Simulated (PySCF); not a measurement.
Bond stretch in BeH, doublet.

- UKS-CAM-B3LYP = unrestricted CAM-B3LYP/cc-pVTZ in PySCF
- UKS-BLYP = PySCF with unrestricted BLYP/cc-pVTZ
- UKS-M06-2X = unrestricted M06-2X/cc-pVTZ (PySCF)

Magnitude of the dipole moment (D; its direction can reverse along the curve, and a method can change to another solution) and Mulliken charge of the fragment that holds Be1:

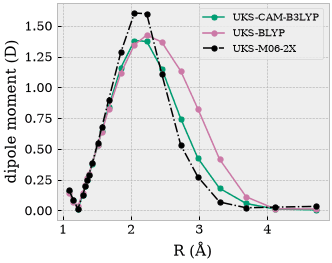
*Dipole moment against bond length.*

```csv
R / Å,μ UKS-CAM-B3LYP,q UKS-CAM-B3LYP,μ UKS-BLYP,q UKS-BLYP,μ UKS-M06-2X,q UKS-M06-2X
1.09,0.16,-0.15,0.14,-0.16,0.17,-0.15
1.15,0.09,-0.10,0.07,-0.10,0.09,-0.10
1.22,0.02,-0.04,0.03,-0.04,0.01,-0.04
1.29,0.13,0.01,0.14,0.00,0.13,0.00
1.33,0.20,0.03,0.21,0.03,0.20,0.02
1.36,0.25,0.05,0.26,0.05,0.25,0.04
1.38,0.28,0.06,0.30,0.06,0.29,0.05
1.43,0.38,0.08,0.38,0.08,0.38,0.06
1.51,0.53,0.11,0.53,0.11,0.55,0.09
1.57,0.65,0.12,0.64,0.12,0.67,0.10
1.67,0.84,0.14,0.82,0.14,0.90,0.12
1.85,1.16,0.16,1.12,0.16,1.28,0.14
2.05,1.38,0.15,1.35,0.16,1.60,0.15
2.23,1.37,0.13,1.42,0.14,1.60,0.14
2.45,1.15,0.09,1.37,0.12,1.11,0.09
2.73,0.75,0.05,1.13,0.08,0.53,0.04
2.98,0.43,0.02,0.83,0.05,0.27,0.02
3.30,0.18,0.01,0.42,0.02,0.07,0.00
3.69,0.06,0.00,0.11,0.00,0.02,0.00
4.11,0.01,0.00,0.01,0.00,0.03,0.00
4.72,0.00,0.00,0.01,0.00,0.03,0.00
```

The scan ran from 1.09 to 5.41 Å; beyond the distances shown one of the unrestricted levels run for this scan, shown here or not, changes its spin distribution in one step.
